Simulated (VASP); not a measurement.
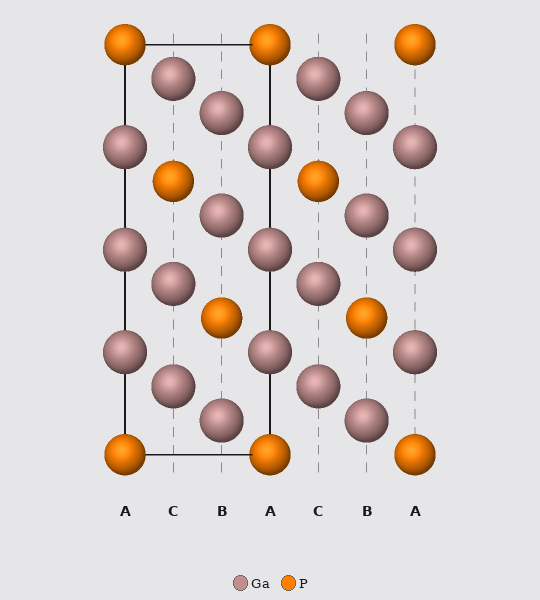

Projection along an edge of the hexagonal mesh, stacking direction [111] upwards. The dashed lines mark the three columns A (0, 0), B (1/3, 2/3) and C (2/3, 1/3). The box is the hexagonal cell of the face-centred cubic lattice. The sequence starts with the first layer at or above the cell's origin.

System Ga₃P; source of the atomic positions: a model structure set up as the input of an electronic-structure calculation (not necessarily at equilibrium).

### Give the sequence of layers in one repeat, with element and column.

P(A) – Ga(B) – Ga(C) – Ga(A) – P(B) – Ga(C) – Ga(A) – Ga(B) – P(C) – Ga(A) – Ga(B) – Ga(C) (twelve layers in 11.31 Å).

### How are the P layers alone stacked?

P layers alone: ABC, the cubic close-packed type.

### Which positions between or in the P layers do the other atoms fill?

Ga: six tetrahedral sites and three octahedral sites in each hexagonal cell.
